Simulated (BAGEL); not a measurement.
# B3LYP/6-31G(d) (density fitting with qzvpp-jkfit, spherical functions) run of C2H4Ge (SMILES C#[C][GeH3])

Aim: the energy change on altering one bond length of C2H4Ge at B3LYP/6-31G* (density fitting with qzvpp-jkfit, spherical functions), from 2 runs. 

The results are computed with BAGEL 1.2.2.

9 further runs of the same task are left out: 8 that didn't finish, 1 set aside as unsound or not needed. Runs told in other sessions of the task aren't counted.

**1. The structure to begin with**

The species is C2H4Ge (7 atoms), meant as a singlet with charge 0. As SMILES, `C#[C][GeH3]`. The coordinates come from a PBE0-D4/def2-TZVP relaxation.

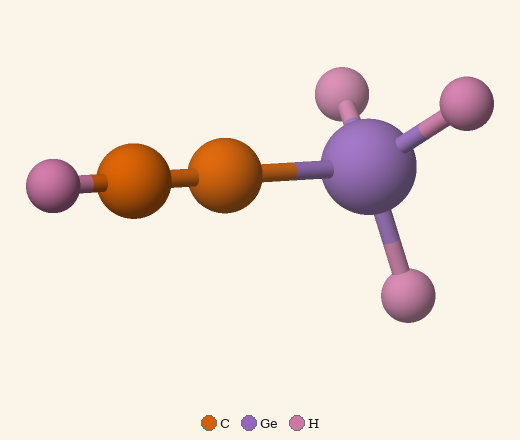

The structure, seen from a chosen angle (carbon orange, germanium purple, hydrogen pink).

**2. A single-point energy at B3LYP/6-31G(d) (density fitting with qzvpp-jkfit, spherical functions)**

The input, input.json:

```json
{ "bagel": [

{
  "title": "molecule",
  "basis": "6-31gs.json",
  "df_basis": "qzvpp-jkfit",
  "angstrom": true,
  "geometry": [
    { "atom": "C", "xyz": [      -0.810400,      -1.833500,       0.129100 ] },
    { "atom": "C", "xyz": [      -0.318200,      -0.736700,       0.047700 ] },
    { "atom": "Ge", "xyz": [       0.458400,       0.991600,      -0.081000 ] },
    { "atom": "H", "xyz": [      -1.245800,      -2.803700,       0.201200 ] },
    { "atom": "H", "xyz": [       0.128400,       1.576300,      -1.459100 ] },
    { "atom": "H", "xyz": [      -0.127400,       1.876400,       1.025300 ] },
    { "atom": "H", "xyz": [       1.976100,       0.861500,       0.091000 ] }
  ]
},

{
  "title": "ks",
  "xc_func": "b3lyp"
},

{
  "title": "print",
  "file": "orbitals.molden",
  "orbitals": true
}

]}
```

The basis set 6-31G* is read from a file made from the Basis Set Exchange's data (not shown).

On the command line:

```console
$ BAGEL_NUM_THREADS=1 BAGEL input.json > input.out
```

What it wrote:

```text
* using 1 threads per process

  ===============================================================
  ===============================================================

  *** Geometry ***

  { "atom" : "C", "xyz" : [     -1.531434,     -3.464813,      0.243964 ] },
  { "atom" : "C", "xyz" : [     -0.601311,     -1.392161,      0.090140 ] },
  { "atom" : "Ge", "xyz" : [      0.866250,      1.873852,     -0.153068 ] },
  { "atom" : "H", "xyz" : [     -2.354221,     -5.298225,      0.380213 ] },
  { "atom" : "H", "xyz" : [      0.242641,      2.978775,     -2.757299 ] },
  { "atom" : "H", "xyz" : [     -0.240751,      3.545882,      1.937536 ] },
  { "atom" : "H", "xyz" : [      3.734288,      1.627999,      0.171965 ] },

  Number of auxiliary basis functions:      488

  Since a DF basis is specified, we compute 2- and 3-index integrals:
    o Being stored without compression. Storage requirement is 0.018 GB

  Number of basis functions:       68
  Number of electrons      :       48

    * METHOD: MOLECULE                             0.22

  *** Kohn-Sham DFT ***

    * Removing 10658 points whose weight is below 1.00e-10
    * Grid points: 93684

  === Nuclear Repulsion ===
   150.4383953681

       - DIIS with orbital gradients will be used.

  === KS iteration (b3lyp / 6-31gs.json) ===
      0      -2069.51199307          0.09347085           0.27
      1      -1771.66863939          0.26218154           0.24
      2      -1992.00397433          0.10769896           0.24
      3      -1844.41307694          0.29366562           0.25
      4      -1845.36354535          0.28999185           0.25
      5      -1845.48634380          0.28981950           0.25
      6      -1843.47710792          0.28497176           0.24
      7      -2017.27841693          0.28009076           0.26
      8      -1994.54410015          0.14840355           0.26
      9      -2026.88295348          0.22811715           0.26
     10      -2038.25437977          0.21005173           0.26
     11      -2110.32843384          0.40614658           0.26
     12      -2044.24564936          0.22250801           0.26
     13      -2036.45934634          0.21500728           0.26
     14      -2037.21863991          0.16691825           0.26
     15      -2149.63955909          0.13035486           0.26
     16      -2153.61924419          0.07750075           0.25
     17      -2152.11217392          0.09282080           0.25
     18      -2155.06385205          0.02519418           0.25
     19      -2155.26025770          0.01352416           0.25
     20      -2155.29116324          0.00415236           0.25
     21      -2155.29488135          0.00046153           0.25
     22      -2155.29498456          0.00006051           0.25
     23      -2155.29498636          0.00001139           0.25
     24      -2155.29498641          0.00000278           0.25
     25      -2155.29498640          0.00000391           0.25
     26      -2155.29498641          0.00000052           0.25
     27      -2155.29498641          0.00000012           0.25
     28      -2155.29498641          0.00000004           0.26
     29      -2155.29498641          0.00000001           0.26
    * SCF iteration converged.

    * Permanent dipole moment:
           (    0.003858,     0.009104,    -0.000624) a.u.

    * METHOD: KS                                   7.91

    * METHOD: PRINT                                0.01

  ===============================================================
```

It took 8.4 s on 1 thread of Arm Neoverse V2, shared host; peak memory 0.34 GiB.

**3. The distorted shape, same level**

The input, input.json:

```json
{ "bagel": [

{
  "title": "molecule",
  "basis": "6-31gs.json",
  "df_basis": "qzvpp-jkfit",
  "angstrom": true,
  "geometry": [
    { "atom": "C", "xyz": [   -1.742326,   -3.907474,    0.283541 ] },
    { "atom": "C", "xyz": [   -1.250126,   -2.810674,    0.202141 ] },
    { "atom": "Ge", "xyz": [    0.458400,    0.991600,   -0.081000 ] },
    { "atom": "H", "xyz": [   -2.177726,   -4.877674,    0.355641 ] },
    { "atom": "H", "xyz": [    0.128400,    1.576300,   -1.459100 ] },
    { "atom": "H", "xyz": [   -0.127400,    1.876400,    1.025300 ] },
    { "atom": "H", "xyz": [    1.976100,    0.861500,    0.091000 ] }
  ]
},
{
  "title": "ks",
  "xc_func": "b3lyp"
},
{
  "title": "print",
  "file": "orbitals.molden",
  "orbitals": true
}

]}
```

The basis set 6-31G* is read from a file made from the Basis Set Exchange's data (not shown).

On the command line:

```console
$ BAGEL_NUM_THREADS=1 BAGEL input.json > input.out
```

What it wrote:

```text
* using 1 threads per process

  ===============================================================
  ===============================================================

  *** Geometry ***

  { "atom" : "C", "xyz" : [     -3.292519,     -7.384056,      0.535815 ] },
  { "atom" : "C", "xyz" : [     -2.362396,     -5.311404,      0.381991 ] },
  { "atom" : "Ge", "xyz" : [      0.866250,      1.873852,     -0.153068 ] },
  { "atom" : "H", "xyz" : [     -4.115306,     -9.217468,      0.672064 ] },
  { "atom" : "H", "xyz" : [      0.242641,      2.978775,     -2.757299 ] },
  { "atom" : "H", "xyz" : [     -0.240751,      3.545882,      1.937536 ] },
  { "atom" : "H", "xyz" : [      3.734288,      1.627999,      0.171965 ] },

  Number of auxiliary basis functions:      488

  Since a DF basis is specified, we compute 2- and 3-index integrals:
    o Being stored without compression. Storage requirement is 0.018 GB

  Number of basis functions:       68
  Number of electrons      :       48

    * METHOD: MOLECULE                             0.22

  *** Kohn-Sham DFT ***

    * Removing 9025 points whose weight is below 1.00e-10
    * Grid points: 95317

  === Nuclear Repulsion ===
   103.5223933758

       - DIIS with orbital gradients will be used.

  === KS iteration (b3lyp / 6-31gs.json) ===
      0      -2062.67814642          0.08497571           0.28
      1      -1730.35499896          0.19667155           0.26
      2      -1977.34818673          0.09339561           0.31
      3      -1809.66335130          0.18779658           0.27
      4      -2000.68431633          0.18781921           0.26
      5      -2004.33044184          0.15574435           0.25
      6      -2142.34137507          0.08632566           0.25
      7      -2112.56391925          0.40341515           0.25
      8      -2110.52229761          0.18042413           0.25
      9      -2120.12037633          0.12271804           0.26
     10      -2126.94116315          0.07462075           0.25
     11      -2010.18732187          0.13578741           0.27
     12      -2131.04060884          0.12109046           0.27
     13      -2135.10402132          0.10204126           0.26
     14      -2143.72820426          0.09524161           0.26
     15      -2154.33057475          0.04975191           0.27
     16      -2147.06318055          0.05791323           0.26
     17      -2144.98068552          0.09727823           0.25
     18      -2146.42217485          0.06358012           0.26
     19      -2154.78277777          0.02173538           0.26
     20      -2154.73391319          0.02407051           0.26
     21      -2154.84255536          0.01625645           0.25
     22      -2154.94730478          0.00956190           0.26
     23      -2154.42102012          0.01970875           0.26
     24      -2154.58911802          0.02362939           0.26
     25      -2154.51546667          0.01707253           0.27
     26      -2154.99767205          0.01445103           0.26
     27      -2155.05070465          0.00731525           0.26
     28      -2155.06521002          0.00606213           0.26
     29      -2155.06350096          0.00589817           0.26
     30      -2155.07091809          0.00540621           0.26
     31      -2155.09045701          0.00271802           0.26
     32      -2155.09135061          0.00227862           0.25
     33      -2155.09157745          0.00216812           0.26
     34      -2155.09325027          0.00132590           0.26
     35      -2155.09393242          0.00066360           0.26
     36      -2155.09412136          0.00032469           0.26
     37      -2155.09418673          0.00004547           0.26
     38      -2155.09418804          0.00002626           0.25
     39      -2155.09418843          0.00000519           0.26
     40      -2155.09418847          0.00000360           0.26
     41      -2155.09418849          0.00000233           0.26
     42      -2155.09418850          0.00000168           0.25
     43      -2155.09418851          0.00000254           0.28
     44      -2155.09418852          0.00000170           0.25
     45      -2155.09418852          0.00000116           0.27
     46      -2155.09418852          0.00000047           0.26
     47      -2155.09418852          0.00000025           0.26
     48      -2155.09418852          0.00000017           0.26
     49      -2155.09418852          0.00000012           0.26
     50      -2155.09418852          0.00000006           0.25
     51      -2155.09418852          0.00000008           0.26
     52      -2155.09418852          0.00000006           0.25
     53      -2155.09418852          0.00000003           0.26
     54      -2155.09418852          0.00000002           0.26
     55      -2155.09418852          0.00000001           0.26
     56      -2155.09418852          0.00000001           0.25
    * SCF iteration converged.

    * Permanent dipole moment:
           (   -0.937948,    -2.086787,     0.155514) a.u.

    * METHOD: KS                                  15.16

    * METHOD: PRINT                                0.01

  ===============================================================
```

Wall time 16 s (1 thread of Arm Neoverse V2, shared host); peak memory 0.35 GiB.

**4. Outcome**

At B3LYP/6-31G* (density fitting with qzvpp-jkfit, spherical functions):

| quantity | value |
| --- | --- |
| first shape: total energy | -2155.29499 Eh |
| first shape: dipole moment | 0.03 D |
| first shape: HOMO energy | -7.56 eV |
| first shape: LUMO energy | 0.55 eV |
| first shape: HOMO–LUMO gap | 8.11 eV |
| distorted shape: total energy | -2155.09419 Eh |
| distorted shape: dipole moment | 5.83 D |
| distorted shape: HOMO energy | -6.26 eV |
| distorted shape: LUMO energy | -5.22 eV |
| distorted shape: HOMO–LUMO gap | 1.04 eV |
| energy change with the C2–Ge3 bond stretched from 1.899 to 4.178 Å | 5.464 eV |

One bond (distorted shape) is far stretched, which a spin-restricted single reference describes badly; a broken-symmetry solution may lie lower. With the C2–Ge3 bond stretched from 1.899 to 4.178 Å the energy rises by 5.46 eV (527 kJ/mol). The first shape isn't relaxed at this level, so the change isn't measured from a minimum. A restricted reference can't describe the breaking bond well at this length.
